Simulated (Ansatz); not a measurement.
## GaH3ClO2F: saddle-point search (part 1 of 2)

- system: GaH3ClO2F
- method: RKS wB97X-V/STO-3G (Ansatz 0.2.0)

The run did not end well.

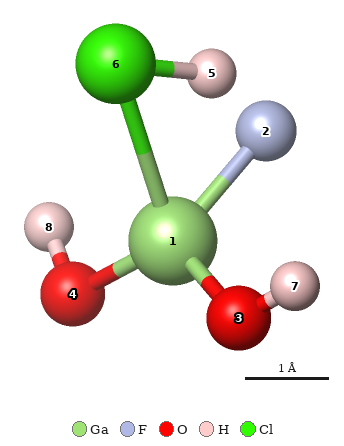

**Figure 1.** The starting structure (ball-and-stick view, seen at a tilt; atoms are numbered from 1 in the order of the input). Sticks mark near contacts. Bond lengths as drawn: Cl–Ga 2.49 Å, Cl–H 1.45 Å, F–Ga 1.85 Å, Ga–O 1.75 to 1.77 Å and H–O 0.92 to 1.08 Å.

## Input file
```yaml
crystal:
  periodic: [false, false, false]
  atoms:
    - {symbol: Ga, position_ang: [-0.430005, -0.086108, 0.147710]}
    - {symbol: F, position_ang: [0.569739, 1.451850, -0.125683]}
    - {symbol: O, position_ang: [-1.441773, -0.432803, -1.260868]}
    - {symbol: O, position_ang: [-0.842455, -0.503543, 1.798698]}
    - {symbol: H, position_ang: [1.440249, 0.591079, -0.471468]}
    - {symbol: Cl, position_ang: [1.865271, -0.797504, -0.492757]}
    - {symbol: H, position_ang: [-1.192546, -0.110701, -2.080296]}
    - {symbol: H, position_ang: [-0.029082, -0.156053, 2.424585]}
basis:
  gaussian: {orbitals: STO-3G}
hamiltonian: {xc: {name: wB97X-V}}
saddle:
  f_tol: 0.05
  max_steps: 40
  mode_guess:
    - [0.2274, -0.3598, -0.0992]
    - [0.3535, -0.0945, -0.0978]
    - [-0.0727, 0.2208, 0.0110]
    - [-0.0536, 0.1334, -0.0515]
    - [-0.3852, 0.5153, 0.1765]
    - [-0.1602, -0.1306, 0.1645]
    - [-0.0589, -0.1694, -0.0546]
    - [0.1497, -0.1150, -0.0489]
```

Launched with:
```bash
ansatz run in.yaml --threads 8 --pin off --events-out ev --progress --plain --max-ram 19148MiB
```

## The program's output
```
Functional definition: wB97X-V
  name "wB97X-V"
  cite "Mardirossian & Head-Gordon, Phys. Chem. Chem. Phys. 16, 9904 (2014) doi:10.1039/C3CP54374A"
  cite "Becke, J. Chem. Phys. 107, 8554 (1997) doi:10.1063/1.475007"
  cite "Vydrov & Van Voorhis, J. Chem. Phys. 133, 244103 (2010) doi:10.1063/1.3521275"
  parameter omega = 0.3/bohr
  parameter cx = 0.167
  parameter cx1 = 0.603
  parameter cx2 = 1.194
  parameter css0 = 0.556
  parameter css1 = -0.257
  parameter cos0 = 1.219
  parameter cos1 = -1.850
  parameter b = 6.0
  parameter c = 0.01
  exchange = spin_sum(e_x_unif_sr(omega)*poly(b97_u_x, 1 - cx, cx1, cx2)) + cx*exact_x_sr(omega) + exact_x_lr(omega)
  correlation = spin_sum(e_c_pw_same_spin*poly(b97_u_same, css0, css1))
      + integral(e_c_pw_opposite_spin*poly(b97_u_opposite, cos0, cos1)) + vv10(b, c)
573 factors; integrals over basis functions are off by at most 2.5e-5 eV
191 factors; integrals over basis functions are off by at most 3.6e-7 eV
mean field evaluation 1: about -70296.9878 eV, gradient 5.4e2 eV
mean field evaluation 2: about -70635.0448 eV, gradient 1.7e2 eV
mean field evaluation 4: about -70777.2822 eV, gradient 1.3e2 eV
mean field evaluation 8: about -70905.8375 eV, gradient 2.8e0 eV
mean field evaluation 16: about -70905.8775 eV, gradient 1.6e-2 eV
mean field -70905.87755473 eV, -2605.7429384064 hartree, gradient 4.9e-5 eV, S^2 0.000000; 0 other end points of the search recorded, 0 dependent functions left out
the calculation of the forces begins
reference -70905.87755367 eV, -2605.7429383675 hartree; 38, 38 occupied and 7, 7 virtual orbitals, 573 factors
these checks for a lower state are left out or cut short: stability, starts, cluster_reference, orbital_swaps, neighbouring_geometries, increment
573 factors; integrals over basis functions are off by at most 2.5e-5 eV
191 factors; integrals over basis functions are off by at most 3.6e-7 eV
mean field -70905.89724829 eV, -2605.7436621311 hartree, gradient 4.9e-6 eV, S^2 0.000000; 0 other end points of the search recorded, 0 dependent functions left out
[... from here on the field's lines of each further geometry are left out, up to the last ...]
saddle step   1: F+E_penalty+E_count = -70905.87755473 eV  max|allowed force component| = 9.396e0 eV/Å  curvature = +2.0416 eV/Å²  mode residual = 1.19e1 eV/Å²  Δτ_max = 0.0000 Å  (1 rotations, 4 force calls, 114 SCF iters)  cluster: 3 rotations left out, max|force component along them| = 2.787e-6 eV/Å
saddle step   2: F+E_penalty+E_count = -70907.27078106 eV  max|allowed force component| = 5.091e0 eV/Å  curvature = +5.7127 eV/Å²  mode residual = 1.16e1 eV/Å²  Δτ_max = 0.1910 Å  (1 rotations, 4 force calls, 113 SCF iters)  cluster: 3 rotations left out, max|force component along them| = 6.704e-7 eV/Å
saddle step   3: F+E_penalty+E_count = -70907.76392738 eV  max|allowed force component| = 3.241e0 eV/Å  curvature = +4.4287 eV/Å²  mode residual = 5.83e0 eV/Å²  Δτ_max = 0.1441 Å  (1 rotations, 4 force calls, 112 SCF iters)  cluster: 3 rotations left out, max|force component along them| = 1.251e-6 eV/Å
saddle step   4: F+E_penalty+E_count = -70907.94459312 eV  max|allowed force component| = 2.997e0 eV/Å  curvature = +3.6181 eV/Å²  mode residual = 6.82e0 eV/Å²  Δτ_max = 0.0862 Å  (1 rotations, 4 force calls, 101 SCF iters)  cluster: 3 rotations left out, max|force component along them| = 9.402e-7 eV/Å
saddle step   5: F+E_penalty+E_count = -70908.00400047 eV  max|allowed force component| = 2.218e0 eV/Å  curvature = +2.2182 eV/Å²  mode residual = 5.43e0 eV/Å²  Δτ_max = 0.0701 Å  (1 rotations, 4 force calls, 108 SCF iters)  cluster: 3 rotations left out, max|force component along them| = 1.007e-6 eV/Å
saddle step   6: F+E_penalty+E_count = -70908.01771145 eV  max|allowed force component| = 1.793e0 eV/Å  curvature = +1.3331 eV/Å²  mode residual = 4.53e0 eV/Å²  Δτ_max = 0.0678 Å  (1 rotations, 4 force calls, 108 SCF iters)  cluster: 3 rotations left out, max|force component along them| = 7.720e-7 eV/Å
saddle step   7: F+E_penalty+E_count = -70908.00790552 eV  max|allowed force component| = 1.621e0 eV/Å  curvature = +0.5699 eV/Å²  mode residual = 4.25e0 eV/Å²  Δτ_max = 0.0718 Å  (1 rotations, 4 force calls, 100 SCF iters)  cluster: 3 rotations left out, max|force component along them| = 7.003e-7 eV/Å
saddle step   8: F+E_penalty+E_count = -70908.00001912 eV  max|allowed force component| = 1.142e0 eV/Å  curvature = +0.1262 eV/Å²  mode residual = 3.04e0 eV/Å²  Δτ_max = 0.0730 Å  (1 rotations, 4 force calls, 91 SCF iters)  cluster: 3 rotations left out, max|force component along them| = 5.210e-7 eV/Å
saddle step   9: F+E_penalty+E_count = -70907.99391775 eV  max|allowed force component| = 1.119e0 eV/Å  curvature = -0.0033 eV/Å²  mode residual = 2.80e0 eV/Å²  Δτ_max = 0.0759 Å  (1 rotations, 4 force calls, 90 SCF iters)  cluster: 3 rotations left out, max|force component along them| = 5.067e-7 eV/Å
saddle step  10: F+E_penalty+E_count = -70908.00053530 eV  max|allowed force component| = 7.910e-1 eV/Å  curvature = -0.0382 eV/Å²  mode residual = 2.91e0 eV/Å²  Δτ_max = 0.0763 Å  (1 rotations, 4 force calls, 90 SCF iters)  cluster: 3 rotations left out, max|force component along them| = 4.666e-7 eV/Å
saddle step  11: F+E_penalty+E_count = -70908.01391602 eV  max|allowed force component| = 8.330e-1 eV/Å  curvature = +0.1445 eV/Å²  mode residual = 2.19e0 eV/Å²  Δτ_max = 0.0769 Å  (1 rotations, 4 force calls, 93 SCF iters)  cluster: 3 rotations left out, max|force component along them| = 4.104e-7 eV/Å
saddle step  12: F+E_penalty+E_count = -70908.03366871 eV  max|allowed force component| = 7.121e-1 eV/Å  curvature = +0.2597 eV/Å²  mode residual = 2.96e0 eV/Å²  Δτ_max = 0.0745 Å  (1 rotations, 4 force calls, 91 SCF iters)  cluster: 3 rotations left out, max|force component along them| = 4.146e-7 eV/Å
saddle step  13: F+E_penalty+E_count = -70908.05435843 eV  max|allowed force component| = 6.498e-1 eV/Å  curvature = +0.4517 eV/Å²  mode residual = 2.50e0 eV/Å²  Δτ_max = 0.0730 Å  (1 rotations, 4 force calls, 92 SCF iters)  cluster: 3 rotations left out, max|force component along them| = 3.800e-7 eV/Å
saddle step  14: F+E_penalty+E_count = -70908.07445465 eV  max|allowed force component| = 6.764e-1 eV/Å  curvature = +0.5948 eV/Å²  mode residual = 2.99e0 eV/Å²  Δτ_max = 0.0689 Å  (1 rotations, 4 force calls, 92 SCF iters)  cluster: 3 rotations left out, max|force component along them| = 8.264e-7 eV/Å
saddle step  15: F+E_penalty+E_count = -70908.09094034 eV  max|allowed force component| = 5.739e-1 eV/Å  curvature = +0.7232 eV/Å²  mode residual = 3.43e0 eV/Å²  Δτ_max = 0.0671 Å  (1 rotations, 4 force calls, 93 SCF iters)  cluster: 3 rotations left out, max|force component along them| = 1.052e-6 eV/Å
saddle step  16: F+E_penalty+E_count = -70908.10671079 eV  max|allowed force component| = 5.641e-1 eV/Å  curvature = +0.8425 eV/Å²  mode residual = 2.90e0 eV/Å²  Δτ_max = 0.0628 Å  (1 rotations, 4 force calls, 93 SCF iters)  cluster: 3 rotations left out, max|force component along them| = 1.188e-6 eV/Å
saddle step  17: F+E_penalty+E_count = -70908.12072199 eV  max|allowed force component| = 4.608e-1 eV/Å  curvature = +0.7597 eV/Å²  mode residual = 3.90e0 eV/Å²  Δτ_max = 0.0620 Å  (1 rotations, 4 force calls, 94 SCF iters)  cluster: 3 rotations left out, max|force component along them| = 1.321e-6 eV/Å
saddle step  18: F+E_penalty+E_count = -70908.13685281 eV  max|allowed force component| = 3.598e-1 eV/Å  curvature = +0.7615 eV/Å²  mode residual = 2.13e0 eV/Å²  Δτ_max = 0.0571 Å  (1 rotations, 4 force calls, 94 SCF iters)  cluster: 3 rotations left out, max|force component along them| = 1.518e-6 eV/Å
saddle step  19: F+E_penalty+E_count = -70908.15237013 eV  max|allowed force component| = 3.443e-1 eV/Å  curvature = +0.8107 eV/Å²  mode residual = 3.56e0 eV/Å²  Δτ_max = 0.0608 Å  (1 rotations, 4 force calls, 85 SCF iters)  cluster: 3 rotations left out, max|force component along them| = 1.444e-6 eV/Å
saddle step  20: F+E_penalty+E_count = -70908.16751781 eV  max|allowed force component| = 3.109e-1 eV/Å  curvature = +0.6533 eV/Å²  mode residual = 3.43e0 eV/Å²  Δτ_max = 0.0631 Å  (1 rotations, 4 force calls, 93 SCF iters)  cluster: 3 rotations left out, max|force component along them| = 1.431e-6 eV/Å
saddle step  21: F+E_penalty+E_count = -70908.18177275 eV  max|allowed force component| = 4.197e-1 eV/Å  curvature = +0.6820 eV/Å²  mode residual = 1.55e0 eV/Å²  Δτ_max = 0.0641 Å  (1 rotations, 4 force calls, 95 SCF iters)  cluster: 3 rotations left out, max|force component along them| = 1.346e-6 eV/Å
saddle step  22: F+E_penalty+E_count = -70908.19426369 eV  max|allowed force component| = 4.185e-1 eV/Å  curvature = +0.7097 eV/Å²  mode residual = 2.29e0 eV/Å²  Δτ_max = 0.0609 Å  (1 rotations, 4 force calls, 94 SCF iters)  cluster: 3 rotations left out, max|force component along them| = 8.698e-7 eV/Å
saddle step  23: F+E_penalty+E_count = -70908.20245466 eV  max|allowed force component| = 4.121e-1 eV/Å  curvature = +0.7086 eV/Å²  mode residual = 2.63e0 eV/Å²  Δτ_max = 0.0582 Å  (1 rotations, 4 force calls, 94 SCF iters)  cluster: 3 rotations left out, max|force component along them| = 7.924e-7 eV/Å
saddle step  24: F+E_penalty+E_count = -70908.20918420 eV  max|allowed force component| = 4.651e-1 eV/Å  curvature = +0.5435 eV/Å²  mode residual = 2.55e0 eV/Å²  Δτ_max = 0.0543 Å  (1 rotations, 4 force calls, 86 SCF iters)  cluster: 3 rotations left out, max|force component along them| = 8.198e-7 eV/Å
saddle step  25: F+E_penalty+E_count = -70908.21535165 eV  max|allowed force component| = 5.466e-1 eV/Å  curvature = +0.5342 eV/Å²  mode residual = 1.23e0 eV/Å²  Δτ_max = 0.0563 Å  (1 rotations, 4 force calls, 95 SCF iters)  cluster: 3 rotations left out, max|force component along them| = 8.158e-7 eV/Å
saddle step  26: F+E_penalty+E_count = -70908.22035165 eV  max|allowed force component| = 5.054e-1 eV/Å  curvature = +0.5218 eV/Å²  mode residual = 1.76e0 eV/Å²  Δτ_max = 0.0582 Å  (1 rotations, 4 force calls, 93 SCF iters)  cluster: 3 rotations left out, max|force component along them| = 8.369e-7 eV/Å
saddle step  27: F+E_penalty+E_count = -70908.22381589 eV  max|allowed force component| = 5.224e-1 eV/Å  curvature = +0.5246 eV/Å²  mode residual = 2.14e0 eV/Å²  Δτ_max = 0.0621 Å  (1 rotations, 4 force calls, 94 SCF iters)  cluster: 3 rotations left out, max|force component along them| = 1.186e-6 eV/Å
saddle step  28: F+E_penalty+E_count = -70908.22683260 eV  max|allowed force component| = 6.036e-1 eV/Å  curvature = +0.5345 eV/Å²  mode residual = 1.45e0 eV/Å²  Δτ_max = 0.0674 Å  (1 rotations, 4 force calls, 92 SCF iters)  cluster: 3 rotations left out, max|force component along them| = 1.113e-6 eV/Å
saddle step  29: F+E_penalty+E_count = -70908.23060740 eV  max|allowed force component| = 5.506e-1 eV/Å  curvature = +0.5246 eV/Å²  mode residual = 1.94e0 eV/Å²  Δτ_max = 0.0693 Å  (1 rotations, 4 force calls, 91 SCF iters)  cluster: 3 rotations left out, max|force component along them| = 1.019e-6 eV/Å
saddle step  30: F+E_penalty+E_count = -70908.23537746 eV  max|allowed force component| = 6.201e-1 eV/Å  curvature = +0.5280 eV/Å²  mode residual = 1.62e0 eV/Å²  Δτ_max = 0.0762 Å  (1 rotations, 4 force calls, 93 SCF iters)  cluster: 3 rotations left out, max|force component along them| = 9.129e-7 eV/Å
saddle step  31: F+E_penalty+E_count = -70908.24131563 eV  max|allowed force component| = 5.532e-1 eV/Å  curvature = +0.5969 eV/Å²  mode residual = 2.27e0 eV/Å²  Δτ_max = 0.0768 Å  (1 rotations, 4 force calls, 91 SCF iters)  cluster: 3 rotations left out, max|force component along them| = 8.015e-7 eV/Å
saddle step  32: F+E_penalty+E_count = -70908.24845930 eV  max|allowed force component| = 5.873e-1 eV/Å  curvature = +0.6615 eV/Å²  mode residual = 2.19e0 eV/Å²  Δτ_max = 0.0817 Å  (1 rotations, 4 force calls, 90 SCF iters)  cluster: 3 rotations left out, max|force component along them| = 6.399e-7 eV/Å
saddle step  33: F+E_penalty+E_count = -70908.25691358 eV  max|allowed force component| = 5.056e-1 eV/Å  curvature = +0.7653 eV/Å²  mode residual = 2.49e0 eV/Å²  Δτ_max = 0.0828 Å  (1 rotations, 4 force calls, 90 SCF iters)  cluster: 3 rotations left out, max|force component along them| = 6.378e-7 eV/Å
saddle step  34: F+E_penalty+E_count = -70908.26637435 eV  max|allowed force component| = 5.458e-1 eV/Å  curvature = +0.8500 eV/Å²  mode residual = 2.85e0 eV/Å²  Δτ_max = 0.0844 Å  (1 rotations, 4 force calls, 80 SCF iters)  cluster: 3 rotations left out, max|force component along them| = 5.989e-7 eV/Å
saddle step  35: F+E_penalty+E_count = -70908.27704568 eV  max|allowed force component| = 4.607e-1 eV/Å  curvature = +0.9568 eV/Å²  mode residual = 2.53e0 eV/Å²  Δτ_max = 0.0841 Å  (1 rotations, 4 force calls, 90 SCF iters)  cluster: 3 rotations left out, max|force component along them| = 7.252e-7 eV/Å
saddle step  36: F+E_penalty+E_count = -70908.28692839 eV  max|allowed force component| = 5.024e-1 eV/Å  curvature = +1.0172 eV/Å²  mode residual = 3.32e0 eV/Å²  Δτ_max = 0.0834 Å  (1 rotations, 4 force calls, 79 SCF iters)  cluster: 3 rotations left out, max|force component along them| = 7.481e-7 eV/Å
saddle step  37: F+E_penalty+E_count = -70908.29755355 eV  max|allowed force component| = 4.234e-1 eV/Å  curvature = +1.0854 eV/Å²  mode residual = 2.39e0 eV/Å²  Δτ_max = 0.0818 Å  (1 rotations, 4 force calls, 90 SCF iters)  cluster: 3 rotations left out, max|force component along them| = 1.036e-6 eV/Å
saddle step  38: F+E_penalty+E_count = -70908.30500172 eV  max|allowed force component| = 4.663e-1 eV/Å  curvature = +1.1078 eV/Å²  mode residual = 3.23e0 eV/Å²  Δτ_max = 0.0800 Å  (1 rotations, 4 force calls, 80 SCF iters)  cluster: 3 rotations left out, max|force component along them| = 1.576e-6 eV/Å
saddle step  39: F+E_penalty+E_count = -70908.31279112 eV  max|allowed force component| = 4.039e-1 eV/Å  curvature = +1.1089 eV/Å²  mode residual = 2.14e0 eV/Å²  Δτ_max = 0.0788 Å  (1 rotations, 4 force calls, 90 SCF iters)  cluster: 3 rotations left out, max|force component along them| = 1.916e-6 eV/Å
the calculation of the forces begins
reference -70908.31516725 eV, -2605.8325190142 hartree; 38, 38 occupied and 7, 7 virtual orbitals, 576 factors
these checks for a lower state are left out or cut short: stability, starts, cluster_reference, orbital_swaps, neighbouring_geometries, increment
576 factors; integrals over basis functions are off by at most 2.4e-5 eV
191 factors; integrals over basis functions are off by at most 3.9e-7 eV
mean field -70908.31894806 eV, -2605.8326579563 hartree, gradient 4.2e-6 eV, S^2 0.000000; 0 other end points of the search recorded, 0 dependent functions left out
the calculation of the forces begins
reference -70908.31894695 eV, -2605.8326579156 hartree; 38, 38 occupied and 7, 7 virtual orbitals, 576 factors
saddle step  40: F+E_penalty+E_count = -70908.31520225 eV  max|allowed force component| = 4.406e-1 eV/Å  curvature = +1.1279 eV/Å²  mode residual = 2.81e0 eV/Å²  Δτ_max = 0.0756 Å  (1 rotations, 4 force calls, 80 SCF iters)  cluster: 3 rotations left out, max|force component along them| = 2.464e-6 eV/Å
```

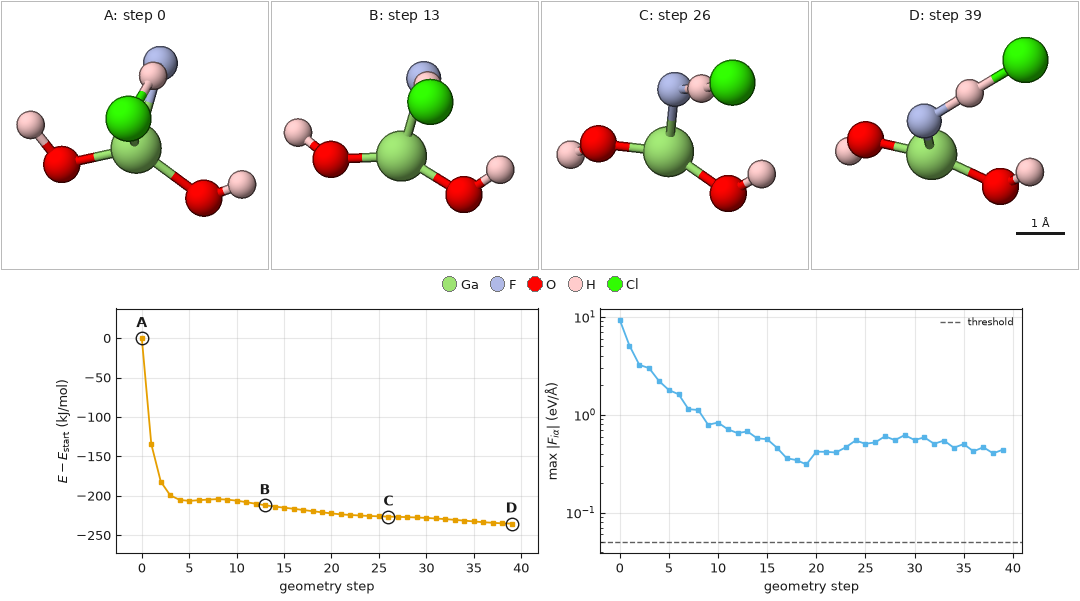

**Figure 2.** Frames of the saddle-point search (ball-and-stick view, seen at a tilt) above the curves, on which the letters mark them (the first geometry is step 0 here and step 1 in the log).

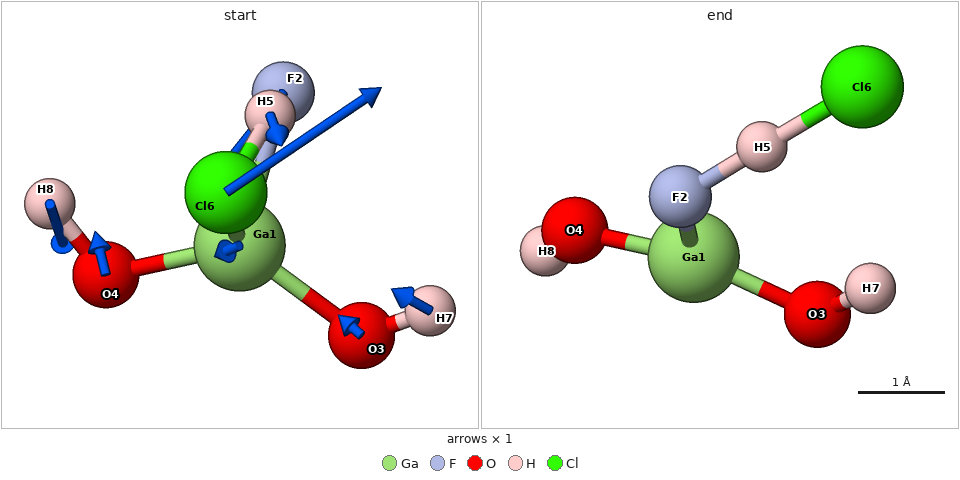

**Figure 3.** Before (left) and after (right) the saddle-point search, at one scale (ball-and-stick view, seen at a tilt). The blue arrows give the displacements, at true length. The relaxation stopped without meeting its thresholds, so the last structure isn't shown to be converged. The energy falls by 235.2 kJ/mol in 39 geometry steps. The largest force component goes from 9.4 to 0.44 eV/Å. The largest move after the best rigid fit is that of Cl6, 2.20 Å. Largest moves by element: Cl 2.20 Å, F 1.96 Å, H 1.43 Å, O 0.56 Å, Ga 0.48 Å. Distances before and after: Ga1–Cl6 2.487 → 3.914 Å, Ga1–O4 1.752 → 1.516 Å, Ga1–O3 1.769 → 1.592 Å, O4–H8 1.084 → 0.993 Å. Bonds break: Ga1–Cl6 (2.49 → 3.91 Å). Among the angles that change: Ga1–F2–H5 81.2° → 119.5°, O3–Ga1–O4 124.7° → 159.4°, F2–H5–Cl6 148.3° → 177.5°. (Atoms are counted from 1 in the order of the input.)

```
Error: the saddle search did not converge after 40 steps: max|allowed force component| = 4.41e-1 eV/Å (threshold 5.0e-2). At the last step the curvature along the mode is +1.128 eV/Å² (extrapolated from the last rotation, not read by a force call), not resolved as negative, so the search is still climbing. That curvature's residual is 2.81e0 eV/Å². Where the curvature misses the negative of `saddle.curvature_tol` by less than that, a larger `saddle.rotation.max_rotations` or a tighter `saddle.rotation.residual_tol` may find a negative one. To go on, start nearer the saddle, give a better `saddle.mode_guess`, or set a larger `saddle.max_steps` (a set value also replaces the default of 250 for a search that goes on from a second negative curvature), or search again from the last step's geometry and mode. From 39 of its steps before the last this search moved with no negative curvature along its mode to follow. A search started from a geometry of this one does not count those moves and, where it converges, warns only of its own. With `saddle.order_check` unset, a search from the last step can check the order less strictly than this one. `saddle.order_check: true` asks for the full check and warns where it cannot tell. Where this run's directory can be resumed (`checkpoint.write`), a resume goes on for up to `saddle.max_steps` more
F+E_penalty+E_count at the last step = -70908.31520225 eV
to start another search from the last step: its geometry and its mode (saddle.mode_guess, Cartesian), with saddle.order_check: true (the message says why):
  atoms:
```
